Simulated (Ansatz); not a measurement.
```xyz
7

F    -2.3850    0.0393    0.5499
O    -0.4666   -1.0028   -1.0383
Si   -2.1378   -0.7363   -0.8549
Si    0.2115   -0.4281   -2.4875
Si   -1.9966    0.5279   -2.8020
H    -2.8404   -2.0424   -0.7276
H    -3.0771    0.8638   -3.7878
```

Geometry: r2SCAN-D4/def2-SVP.

Level of theory: isolated molecule in a Gaussian basis; Kohn-Sham density functional theory, functional PBE0 (Ansatz 0.2.0).

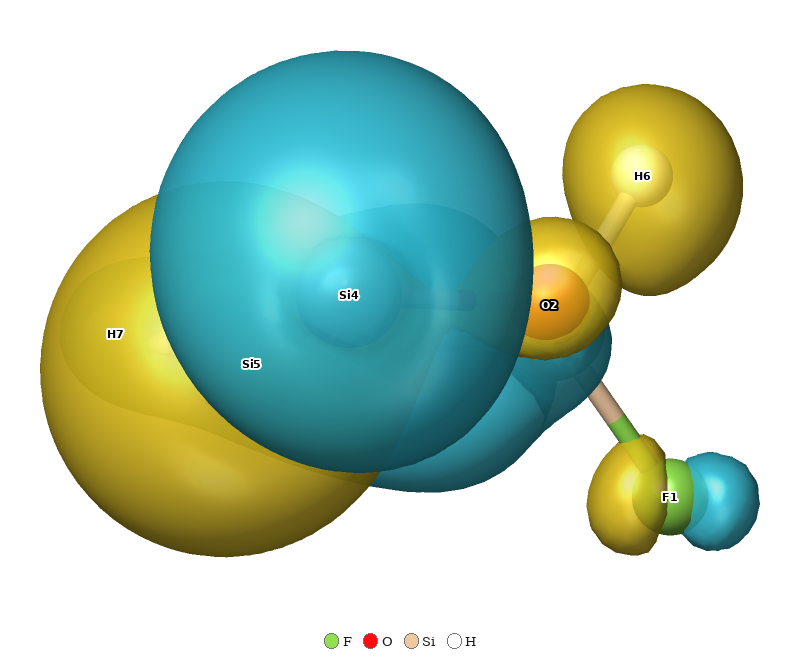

FH2OSi3 (doublet). The HOMO (β) at ±0.08 Å⁻³ᐟ² (yellow and cyan are the two phases), seen from one side.

> What is the character of this orbital?

It lies mainly on Si4 (about 50 %), Si5 (about 30 %) and Si3 (about 10 %). Its energy is −6.54 eV.
